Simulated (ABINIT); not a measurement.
**Completion of the band sum in GW: CdH2O2 (P-3m1)**

Aim: few bands, with and without a completion of the sum over empty states, for CdH2O2 (P-3m1).

Calculated with ABINIT 10.8.3; PBEsol and many-body steps on it, plane waves.

**1. The starting structure**

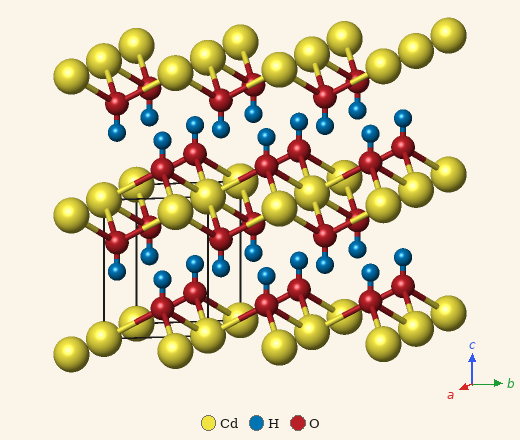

Start, viewed slightly off an axis; cadmium yellow, hydrogen blue, oxygen red. 2×3×2 cells are drawn. Bonds to atoms that aren't drawn are left out. Some periodic images of atoms are drawn too.

As a file:

```cif
data_structure
_symmetry_space_group_name_H-M 'P-3m1'
_symmetry_Int_Tables_number 164
_cell_length_a 3.5155
_cell_length_b 3.5155
_cell_length_c 4.6430
_cell_angle_alpha 90.000
_cell_angle_beta 90.000
_cell_angle_gamma 120.000
_cell_volume 49.69
loop_
_atom_site_label
_atom_site_type_symbol
_atom_site_symmetry_multiplicity
_atom_site_Wyckoff_symbol
_atom_site_fract_x
_atom_site_fract_y
_atom_site_fract_z
_atom_site_occupancy
Cd1 Cd 1 a 0.00000 0.00000 0.00000 1
H1 H 2 d 0.66667 0.33333 0.55096 1
O1 O 2 d 0.66667 0.33333 0.75937 1
```

The cell and positions are those that the Materials Project relaxed with its own functionals (PBE, PBE+U or r2SCAN), kept fixed.

**2. Empty states on the mesh, 3×3×2 mesh, 58 bands**

This step: ABINIT 10.8.3; DFT, PBEsol, plane waves, norm-conserving pseudopotentials.

The sums over transitions need many empty states on a uniform mesh; this step solves for them.

Contents of run.abi:

```
acell 3*1.0 Angstrom
rprim 
  3.515525964753 0.000000000011 0.000000000000
  -1.757762982386 3.044534793135 0.000000000000
  0.000000000000 0.000000000000 4.642979290000
ntypat 3
znucl 48 1 8
natom 5
typat 1 2 2 3 3
xred 
  0.000000000000 0.000000000000 0.000000000000
  0.666666666667 0.333333333333 0.550960720000
  0.333333333333 0.666666666667 0.449039280000
  0.666666666667 0.333333333333 0.759372000000
  0.333333333333 0.666666666667 0.240628000000
pp_dirpath "pseudos"
pseudos "Cd.upf, H.upf, O.upf"
ecut 47
ngkpt 3 3 2
nshiftk 1
shiftk 0 0 0
kptopt 1
chksymbreak 0
iscf -2
irdden 1
istwfk *1
nband 58
nbdbuf 4
tolwfr 1e-09
nstep 60
prtvol 0
indata_prefix "in"
outdata_prefix "out"
tmpdata_prefix "tmp"
```

The run is started by

```sh
$ OMP_NUM_THREADS=1 mpirun -n 4 abinit run.abi > log
```

Numbers of over 12 decimals in the logs are rounded to 6 here.

Log:

```text
.Version 10.8.3 of ABINIT. v10.8.2 released Aug 2026.

 Symmetries : space group P-3 m 1 (#164); Bravais hP (primitive hexag.)
[... echo of the input left out ...]
== DATASET  1 ==================================================================
-   mpi_nproc: 4, omp_nthreads: 1 (-1 if OMP is not activated)

--- !DatasetInfo
iteration_state: {dtset: 1, }
dimensions: {natom: 5, nkpt: 6, mband: 58, nsppol: 1, nspinor: 1, nspden: 1, mpw: 5160, }
cutoff_energies: {ecut:  47.0, pawecutdg:  -1.0, }
[...]
1.39197    1.42362    1.42362    1.49242    1.49687    1.59659    1.59659    1.63173
   1.63173    1.65286    1.68801    1.68801    1.70174    1.75540    1.75540    1.82876
   1.89383    1.90850
 prteigrs : prtvol=0 or 1, do not print more k-points.

== END DATASET(S) ==============================================================
================================================================================

 -outvars: echo values of variables after computation  --------
            nband          58
             nkpt           6
          spgroup         164
 [... the other variables as echoed above ...]

 Calculation completed.
```

Wall time 19 s (4 MPI ranks of Arm Neoverse V1, shared host); peak memory 0.3 GiB.

This step gave:

```yaml
gap: 1.704 eV
k_of_the_valence_top: 0, 0, 0.5
k_of_the_conduction_bottom: 0, 0, 0
least_direct_gap: 1.983 eV
k_points_computed: 6
lowest_point_of_the_top_converged_band_above_the_valence_top: 41.56 eV
```

On this mesh the gap is 1.704 eV.

The density comes from a self-consistent run that is not shown.

**3. Screening, 3×3×2 mesh, 54 bands, screening to 122.5 eV**

The RPA dielectric matrix is built and inverted for each q.

This step: RPA screening on PBEsol, plane waves, norm-conserving pseudopotentials.

run.abi, as its differences from that of step 2:

```diff
@@ -23,10 +23,11 @@
 chksymbreak 0
-iscf -2
-irdden 1
 istwfk *1
-nband 58
-nbdbuf 4
-tolwfr 1e-09
-nstep 60
-prtvol 0
+occopt 1
+irdwfk 1
+optdriver 3
+nband 54
+ecuteps 4.5
+inclvkb 2
+awtr 1
+symchi 1
 indata_prefix "in"
```

Log:

```text
.Version 10.8.3 of ABINIT. v10.8.2 released Aug 2026.

 Symmetries : space group P-3 m 1 (#164); Bravais hP (primitive hexag.)
[... echo of the input left out ...]
== DATASET  1 ==================================================================
-   mpi_nproc: 4, omp_nthreads: 1 (-1 if OMP is not activated)

--- !DatasetInfo
iteration_state: {dtset: 1, }
dimensions: {natom: 5, nkpt: 6, mband: 54, nsppol: 1, nspinor: 1, nspden: 1, mpw: 5160, }
cutoff_energies: {ecut:  47.0, pawecutdg:  -1.0, }
electrons: {nelect:   3.40000000E+01, charge:   0.00000000E+00, occopt:   1.00000000E+00, tsmear:   1.00000000E-02, }

 SCREENING: Calculation of the susceptibility and dielectric matrices

 Based on a program developped by R.W. Godby, V. Olevano, G. Onida, and L. Reining.
 Incorporated in ABINIT by V. Olevano, G.-M. Rignanese, and M. Torrent.
.Using double precision arithmetic ; gwpc =  8

[... cell and pseudopotentials left out ...]
--------------------------------------------------------------------------------

 ==== K-mesh for the wavefunctions ====
 Number of points in the irreducible wedge :     6
[... list of points left out ...]
 Together with 12 symmetry operations and time-reversal symmetry
 yields    18 points in the full Brillouin Zone.

 ==== Q-mesh for the screening function ====
 Number of points in the irreducible wedge :     6
[... list of points left out ...]
 Together with 12 symmetry operations and time-reversal symmetry
 yields    18 points in the full Brillouin Zone.

 setmesh: FFT mesh size selected  =    24x   24x   36
          total number of points  =        20736

 vcoul_init : cutoff-mode = AUXILIARY_FUNCTION
 q-points for optical limit:   1
     1)      0.000010    0.000020    0.000030

- screening: taking advantage of time-reversal symmetry
- Maximum band index for partially occupied states nbvw = 17
- Remaining bands to be divided among processors   nbcw = 37
- Number of bands treated by each node ~9

 Number of electrons calculated from density =   34.0000; Expected =   34.0000
 average of density, n =  0.101385
 r_s =    1.3304
 omega_plasma =   30.7145 [eV]

 calculating chi0 at frequencies [eV] :
  1    0.000000E+00    0.000000E+00
  2    0.000000E+00    3.071445E+01

--------------------------------------------------------------------------------
  q-point number  1        q = ( 0.000000, 0.000000, 0.000000) [r.l.u.]
--------------------------------------------------------------------------------
[... chi0 elements left out ...]
 For q-point:  0.000010 0.000020 0.000030
  dielectric constant =   3.9061
  dielectric constant without local fields =   4.1371

  Average fulfillment of the sum rule on Im[epsilon] for q-point    1 :     35.47  [%]
[... wings left out ...]
  q-point number  2        q = ( 0.333333, 0.000000, 0.000000) [r.l.u.]
--------------------------------------------------------------------------------
[... chi0 elements left out ...]
  Average fulfillment of the sum rule on Im[epsilon] for q-point    2 :     44.73  [%]

 [... 4 further q-points ...]
```

Run time: 9.1 s. Hardware: 4 MPI ranks; peak memory 0.66 GiB.

This step gave:

```
ε∞ with local fields, on this mesh, along the program's q direction : 3.906
the same without local fields                                       : 4.137
plasma frequency                                                    : 30.71 eV
plane waves in the screening matrix                                 : 159
```

Local fields lower ε∞ by 6 %. On a Γ-centred mesh this coarse the value itself is usually too large, while a short band sum pulls it down.

**4. 54 bands**

The self-energy is evaluated for the states that the input lists, and the levels follow from it, in one-shot runs by the linearised quasiparticle equation.

This step: G0W0 on PBEsol, plane waves, norm-conserving pseudopotentials.

run.abi, as its differences from that of step 3:

```diff
@@ -26,8 +26,17 @@
 irdwfk 1
-optdriver 3
+optdriver 4
 nband 54
+gwcalctyp 0
+ecutsigx 47
+symsigma 1
+nkptgw 2
+kptgw 
+  0.0000000000 0.0000000000 0.5000000000
+  0.0000000000 0.0000000000 0.0000000000
+bdgw 
+  16 19
+  16 19
 ecuteps 4.5
-inclvkb 2
-awtr 1
-symchi 1
+irdscr 1
+ppmodel 1
 indata_prefix "in"
```

Log:

```text
.Version 10.8.3 of ABINIT. v10.8.2 released Aug 2026.

 Symmetries : space group P-3 m 1 (#164); Bravais hP (primitive hexag.)
[... echo of the input left out ...]
== DATASET  1 ==================================================================
-   mpi_nproc: 4, omp_nthreads: 1 (-1 if OMP is not activated)

--- !DatasetInfo
iteration_state: {dtset: 1, }
dimensions: {natom: 5, nkpt: 6, mband: 54, nsppol: 1, nspinor: 1, nspden: 1, mpw: 5160, }
cutoff_energies: {ecut:  47.0, pawecutdg:  -1.0, }
electrons: {nelect:   3.40000000E+01, charge:   0.00000000E+00, occopt:   1.00000000E+00, tsmear:   1.00000000E-02, }

 SIGMA: Calculation of the GW corrections

 Based on a program developped by R.W. Godby, V. Olevano, G. Onida, and L. Reining.
 Incorporated in ABINIT by V. Olevano, G.-M. Rignanese, and M. Torrent.
.Using double precision arithmetic ; gwpc =  8

[... cell and pseudopotentials left out ...]
--------------------------------------------------------------------------------

 ==== K-mesh for the wavefunctions ====
 Number of points in the irreducible wedge :     6
[... list of points left out ...]
 Together with 12 symmetry operations and time-reversal symmetry
 yields    18 points in the full Brillouin Zone.

 ==== Q-mesh for screening function ====
 Number of points in the irreducible wedge :     6
[... list of points left out ...]
 Together with 12 symmetry operations and time-reversal symmetry
 yields    18 points in the full Brillouin Zone.

 vcoul_init : cutoff-mode = AUXILIARY_FUNCTION
 q-points for optical limit:   1
     1)      0.000010    0.000020    0.000030
 setmesh: FFT mesh size selected  =    36x   36x   60
          total number of points  =        77760

 Number of electrons calculated from density =   34.0000; Expected =   34.0000
 average of density, n =  0.101385
 r_s =    1.3304
 omega_plasma =   30.7145 [eV]

 === KS Band Gaps ===
  >>>> For spin  1
   Minimum direct gap =   1.9829 [eV], located at k-point      :   0.0000  0.0000  0.0000
   Fundamental gap    =   1.7039 [eV], Top of valence bands at :   0.0000  0.0000  0.5000
                                       Bottom of conduction at :   0.0000  0.0000  0.0000
 SIGMA fundamental parameters:
 PLASMON POLE MODEL  1
 number of plane-waves for SigmaX                 5133
 number of plane-waves for SigmaC and W            159
 number of plane-waves for wavefunctions          5133
 number of bands                                    54
 number of independent spin polarizations            1
 number of spinorial components                      1
 number of k-points in IBZ                           6
 number of q-points in IBZ                           6
 number of symmetry operations                      12
 number of k-points in BZ                           18
 number of q-points in BZ                           18
 number of frequencies for dSigma/dE                 9
 frequency step for dSigma/dE [eV]                0.25
 number of omega for Sigma on real axis              0
 max omega for Sigma on real axis  [eV]           0.00
 zcut for avoiding poles [eV]                     0.10

 EPSILON^-1 parameters (SCR file):
 dimension of the eps^-1 matrix on file            159
 dimension of the eps^-1 matrix used               159
 number of plane-waves for wavefunctions          5133
 number of bands                                    54
 number of q-points in IBZ                           6
 number of frequencies                               2
 number of real frequencies                          1
 number of imag frequencies                          1

 matrix elements of self-energy operator (all in [eV])

 Perturbative Calculation

--- !SelfEnergy_ee
iteration_state: {dtset: 1, }
kpoint     : [   0.000,    0.000,    0.500, ]
spin       : 1
KS_gap     :    4.351
QP_gap     :    6.020
Delta_QP_KS:    1.669
data: !SigmaeeData |
     Band     E0 <VxcDFT>   SigX SigC(E0)      Z dSigC/dE  Sig(E)    E-E0       E
       16   3.042 -21.600 -27.187   4.944   0.794  -0.260 -22.111  -0.510   2.531
       17   3.042 -21.600 -27.187   4.944   0.794  -0.260 -22.111  -0.510   2.531
       18   7.393 -10.891  -6.212  -3.314   0.849  -0.178  -9.732   1.158   8.551
       19   7.401 -15.175 -10.155  -3.014   0.834  -0.198 -13.501   1.674   9.075

--- !SelfEnergy_ee
iteration_state: {dtset: 1, }
kpoint     : [   0.000,    0.000,    0.000, ]
spin       : 1
KS_gap     :    1.983
QP_gap     :    3.693
Delta_QP_KS:    1.710
data: !SigmaeeData |
     Band     E0 <VxcDFT>   SigX SigC(E0)      Z dSigC/dE  Sig(E)    E-E0       E
       16   2.763 -21.231 -26.899   4.940   0.794  -0.260 -21.808  -0.577   2.185
       17   2.763 -21.231 -26.899   4.940   0.794  -0.260 -21.808  -0.577   2.185
       18   4.745 -12.230  -7.885  -3.008   0.847  -0.181 -11.098   1.133   5.878
       19   9.234  -9.581  -4.726  -3.476   0.856  -0.168  -8.400   1.181  10.415

== END DATASET(S) ==============================================================
================================================================================

 -outvars: echo values of variables after computation  --------
           etotal      0.0000000000E+00
            nband          54
             nkpt           6
          spgroup         164
 [... the other variables as echoed above ...]

 Calculation completed.
```

Elapsed: 4 s, on 4 MPI ranks; peak memory 0.55 GiB.

Numbers from this step:

| Property | Result |
| --- | --- |
| G0W0 gap on the points computed | 3.347 eV |
| starting gap on the mesh | 1.704 eV |
| k of the valence top | 0, 0, 0.5 |
| k of the conduction bottom | 0, 0, 0 |
| Z at the valence top | 0.794 |
| Z at the conduction bottom | 0.847 |
| least direct G0W0 gap on the computed points | 3.693 eV |

The gap on the mesh goes from 1.70 eV to 3.35 eV, a correction of +1.64 eV.

**5. Screening, 3×3×2 mesh, 25 bands, screening to 122.5 eV**

This step: RPA screening on PBEsol, plane waves, norm-conserving pseudopotentials.

run.abi, as its differences from that of step 4:

```diff
@@ -26,17 +26,8 @@
 irdwfk 1
-optdriver 4
-nband 54
-gwcalctyp 0
-ecutsigx 47
-symsigma 1
-nkptgw 2
-kptgw 
-  0.0000000000 0.0000000000 0.5000000000
-  0.0000000000 0.0000000000 0.0000000000
-bdgw 
-  16 19
-  16 19
+optdriver 3
+nband 25
 ecuteps 4.5
-irdscr 1
-ppmodel 1
+inclvkb 2
+awtr 1
+symchi 1
 indata_prefix "in"
```

Log:

```text
.Version 10.8.3 of ABINIT. v10.8.2 released Aug 2026.

 Symmetries : space group P-3 m 1 (#164); Bravais hP (primitive hexag.)
[... echo of the input left out ...]
== DATASET  1 ==================================================================
-   mpi_nproc: 4, omp_nthreads: 1 (-1 if OMP is not activated)

--- !DatasetInfo
iteration_state: {dtset: 1, }
dimensions: {natom: 5, nkpt: 6, mband: 25, nsppol: 1, nspinor: 1, nspden: 1, mpw: 5160, }
cutoff_energies: {ecut:  47.0, pawecutdg:  -1.0, }
electrons: {nelect:   3.40000000E+01, charge:   0.00000000E+00, occopt:   1.00000000E+00, tsmear:   1.00000000E-02, }

 SCREENING: Calculation of the susceptibility and dielectric matrices

 Based on a program developped by R.W. Godby, V. Olevano, G. Onida, and L. Reining.
 Incorporated in ABINIT by V. Olevano, G.-M. Rignanese, and M. Torrent.
.Using double precision arithmetic ; gwpc =  8

[... cell and pseudopotentials left out ...]
--------------------------------------------------------------------------------

 ==== K-mesh for the wavefunctions ====
 Number of points in the irreducible wedge :     6
[... list of points left out ...]
 Together with 12 symmetry operations and time-reversal symmetry
 yields    18 points in the full Brillouin Zone.

 ==== Q-mesh for the screening function ====
 Number of points in the irreducible wedge :     6
[... list of points left out ...]
 Together with 12 symmetry operations and time-reversal symmetry
 yields    18 points in the full Brillouin Zone.

 setmesh: FFT mesh size selected  =    24x   24x   36
          total number of points  =        20736

 vcoul_init : cutoff-mode = AUXILIARY_FUNCTION
 q-points for optical limit:   1
     1)      0.000010    0.000020    0.000030

- screening: taking advantage of time-reversal symmetry
- Maximum band index for partially occupied states nbvw = 17
- Remaining bands to be divided among processors   nbcw = 8
- Number of bands treated by each node ~2

 Number of electrons calculated from density =   34.0000; Expected =   34.0000
 average of density, n =  0.101385
 r_s =    1.3304
 omega_plasma =   30.7145 [eV]

 calculating chi0 at frequencies [eV] :
  1    0.000000E+00    0.000000E+00
  2    0.000000E+00    3.071445E+01

--------------------------------------------------------------------------------
  q-point number  1        q = ( 0.000000, 0.000000, 0.000000) [r.l.u.]
--------------------------------------------------------------------------------
[... chi0 elements left out ...]
 For q-point:  0.000010 0.000020 0.000030
  dielectric constant =   3.6672
  dielectric constant without local fields =   3.8215

  Average fulfillment of the sum rule on Im[epsilon] for q-point    1 :     10.09  [%]
[... wings left out ...]
  q-point number  2        q = ( 0.333333, 0.000000, 0.000000) [r.l.u.]
--------------------------------------------------------------------------------
[... chi0 elements left out ...]
  Average fulfillment of the sum rule on Im[epsilon] for q-point    2 :     14.96  [%]

 [... 4 further q-points ...]
```

The job ended after 4.2 s (4 MPI ranks; peak memory 0.55 GiB; 16 s of CPU time).

Numbers from this step:

| Quantity | Value |
| --- | --- |
| ε∞ with local fields, on this mesh, along the program's q direction | 3.667 |
| the same without local fields | 3.821 |
| plasma frequency | 30.71 eV |
| plane waves in the screening matrix | 159 |

(Part 1 of 2 ends here.)

[Paths, hosts, dates, memory and timing lines, banners, echoed tables and standing remarks are left out of the program output.]

[Logs are printed without paths, hosts, clocks, repeated set-up lines and the standing remarks that a program may print on its own settings, such as how far it seeks lower states.]

[Runs of the session that timed out or met a known fault of the program may be left out.]

[Hosts, paths, dates, database ids (printed as entryN), source tags and the programs' standing remarks are cut or masked in the printed files.]

[G0W0 gaps are taken among the corrected bands and points alone; a level outside them can change the order at an edge.]

[Where Ansatz stands beside ABINIT at settings called matched, ABINIT's density can come from a denser mesh and the files from another edition; pairs whose starting gaps differed by over 0.03 eV were left out, so agreement reads better than it is.]
